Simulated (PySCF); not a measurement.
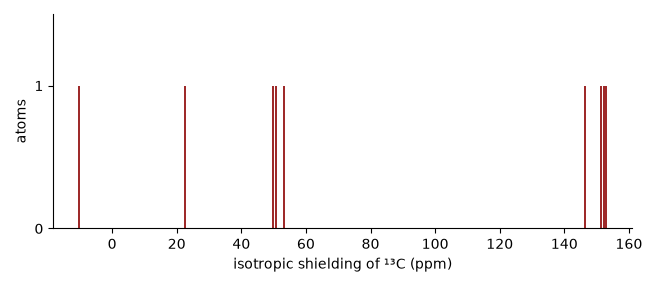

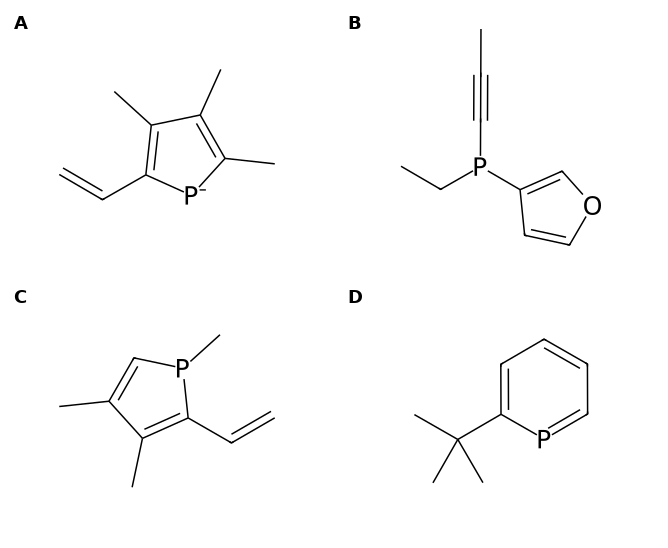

The sticks are computed shieldings of one of the molecules, for one fixed geometry (GFN2-xTB) without averaging over rotations. Low shielding means a high chemical shift. Method: GIAO PBE0/pcSseg-1 NMR shielding, non-relativistic, gas phase (PySCF 2.14.0).

Question: Which molecule gives this pattern?

Answer: D, `CC(C)(C)c1ccccp1`. Its 9 C atoms give lines at −10.1, 22.6, 49.8, 50.8, 53.1, 146.5, 151.5, 152.2, 152.8 ppm.

The geometry is semi-empirical. Around P such bond lengths and angles can be off by a tenth of an ångström or more and by several degrees, and values that hang on the shape move with them.
